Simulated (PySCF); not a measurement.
```xyz
2

Tl    0.0000    0.0000   -0.4150
P     0.0000    0.0000    2.7460
```

Core potentials replace the inner electrons of Tl.

These are results of PySCF 2.14.0, PBE0/def2-SVPD, non-relativistic Hamiltonian with scalar-relativistic core potentials where named, at a bond length of 3.161 Å, not measurements.

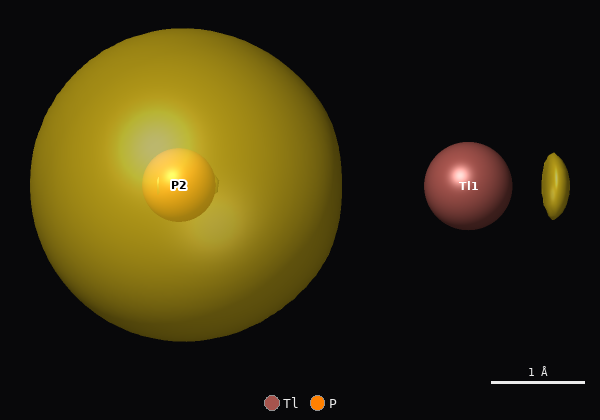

TlP (charge +1, quartet). Isosurfaces of the spin density at +0.03 (yellow) and −0.03 e/Å³ (cyan), seen from one side.

### Describe the spin distribution.

The unpaired spin (3 electrons) lies mostly on P2 (about 2.7) and Tl1 (about 0.3), in electrons by Hirshfeld's partition. Only one sign reaches the isovalue.
